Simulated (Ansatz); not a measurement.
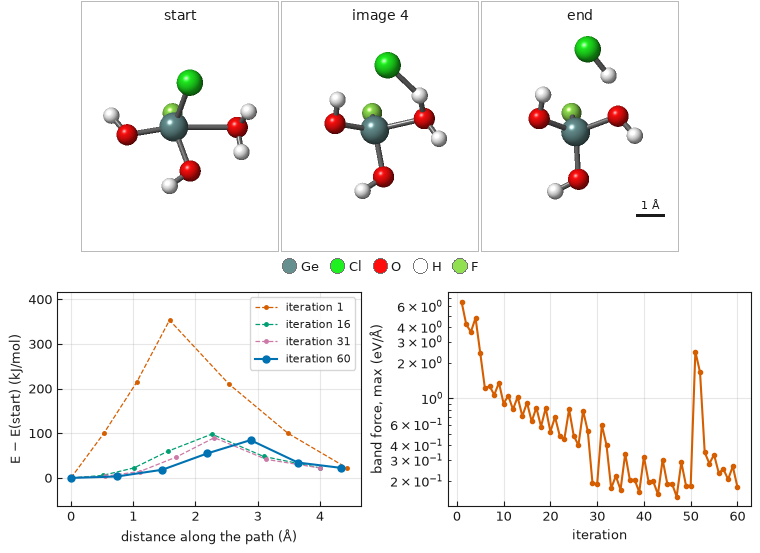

A search for the minimum-energy path of GeH4O3ClF by the nudged elastic band. Images are numbered from 0 (start) to 6 (end). The plot follows the band through its iterations. A ball-and-stick model, seen at a tilt.

Method: RKS B3LYP-D4/def2-SVP (Ansatz). Settings: 5 movable images; climbing image; force threshold 0.05 eV/Å; iteration limit 60; optimiser L-BFGS; largest step 0.5 Å; starting path through a guess of the saddle point.

> How did the profile develop, and is the result final?

The result isn't final. The band hadn't converged when the run stopped after 60 iterations. The largest component of the band force went from 6.6 to 0.18 eV/Å. The barrier read from it is provisional, though the highest image hardly moved in the last two iterations. The step length is far from the usual. The first iteration put the highest image at 353.4 kJ/mol. The highest point, image 4, lies 84.7 kJ/mol above the start and 62.3 kJ/mol above the end; the end is at +22.4 kJ/mol relative to the start.

The run took 12 min on 4 threads of Arm Neoverse V1, on a shared host, peak memory 0.34 GiB.
